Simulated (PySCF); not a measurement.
**Run report: MoNOH, frequency calculation**

- system: MoNOH, multiplicity 3
- method: UKS-based PBE0, Mo def2-TZVP with ECP28, N def2-TZVP, O def2-TZVP, H def2-TZVP; non-relativistic Hamiltonian with a scalar-relativistic core potential; density fitting (PySCF 2.14.0)

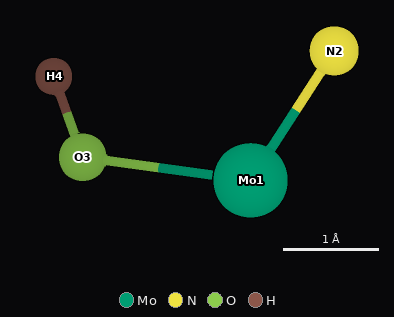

Figure 1. The structure (ball-and-stick view, seen at a tilt; atoms are numbered from 1 in the order of the input). Sticks mark near contacts. Bond lengths as drawn: H–O 0.96 Å, Mo–N 1.62 Å and Mo–O 1.91 Å.

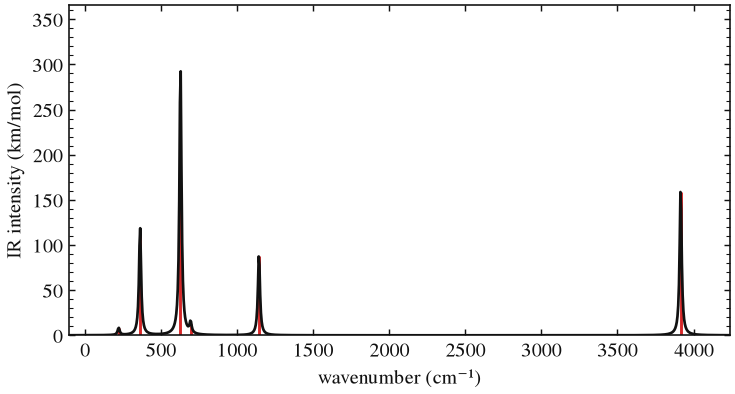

Figure 2. Harmonic infrared spectrum, unscaled: sticks (degenerate modes added up, dark ones marked on the axis) with a Lorentzian envelope of 16 cm⁻¹ full width, scaled to the tallest stick. 6 modes from 223 to 3915 cm⁻¹, none imaginary. The strongest line is at 629 cm⁻¹ (292 km/mol). All modes, in cm⁻¹ (km/mol): 223 (7.7), 364 (116), 629 (292), 696 (12.0), 1145 (88), 3915 (158).

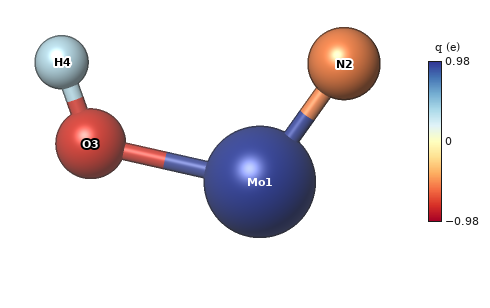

Figure 3. Mulliken charges, as the colour of each atom (ball-and-stick view, seen on its broad side; atoms are numbered from 1 in the order of the input). By element: Mo +0.93, N −0.50, O −0.77 and H +0.35 e.

These pictures come from the run below.

**The input**
```python
from pyscf import gto, scf, dft
mol = gto.M(atom='''
Mo     0.095643    -0.104272    -0.208514
N      1.321319     0.329457     0.761164
O     -1.621482     0.307176     0.529804
H     -1.715768     0.726500     1.386630''',
    basis={'Mo': 'def2-TZVP', 'N': 'def2-TZVP', 'O': 'def2-TZVP', 'H': 'def2-TZVP'},
    ecp={'Mo': 'def2-TZVP'},
    charge=0, spin=2)
mf = dft.UKS(mol, xc='PBE0')
mf.grids.atom_grid = (75, 302)
aux = {'Mo': 'def2-universal-JKFIT', 'N': 'def2-universal-JKFIT', 'O': 'def2-universal-JKFIT', 'H': 'def2-universal-JKFIT'}
mf = mf.density_fit(auxbasis=aux)
mf.conv_tol = 1e-09
mf.diis_space = 10
mf.max_cycle = 60
mf.verbose = 4
mf.kernel()
```

The script is an equivalent of the set-up of the self-consistent field. The run itself was carried out by a driver, which started from the orbitals of the step before it where there was one and computed the further properties.

Run as:
```bash
OMP_NUM_THREADS=4 python axn.py task.json out
```

**What the program printed**
```
init E= -198.661951243133
  alpha nocc = 16  HOMO = -0.219743271113335  LUMO = -0.0553091152171735
  beta  nocc = 14  HOMO = -0.304242492184055  LUMO = -0.0824053434274497
  HOMO = -0.219743271113  LUMO = -0.0824053434274  gap/eV = 3.73716
cycle= 1 E= -198.661951243115  delta_E= 1.72e-11  |g|= 7.85e-06  |ddm|= 6.78e-06
  alpha nocc = 16  HOMO = -0.219744263904815  LUMO = -0.0553106929018238
  beta  nocc = 14  HOMO = -0.304240721853106  LUMO = -0.0824060512648472
  HOMO = -0.219744263905  LUMO = -0.0824060512648  gap/eV = 3.73716
Extra cycle  E= -198.661951242765  delta_E= 3.5e-10  |g|= 3.05e-05  |ddm|= 1.83e-05
converged SCF energy = -198.661951242765  <S^2> = 2.0394805  2S+1 = 3.0262059
```

**Results in brief**

```json
{"quantity": "outcome", "value": "converged"}
{"quantity": "total energy", "value": "−198.661951 hartree"}
{"quantity": "⟨S²⟩", "value": "2.039"}
{"quantity": "zero-point energy", "value": "0.015885 hartree"}
{"quantity": "dipole moment", "value": "2.82 D"}
{"quantity": "wavenumbers, lowest and highest", "value": "223 and 3915 cm⁻¹"}
{"quantity": "hardware", "value": "4 threads of Arm Neoverse V2, 24 GiB of memory available, shared host"}
{"quantity": "wall time", "value": "1.9 min (CPU time 5.4 min)"}
{"quantity": "peak memory", "value": "1.2 GiB"}
```
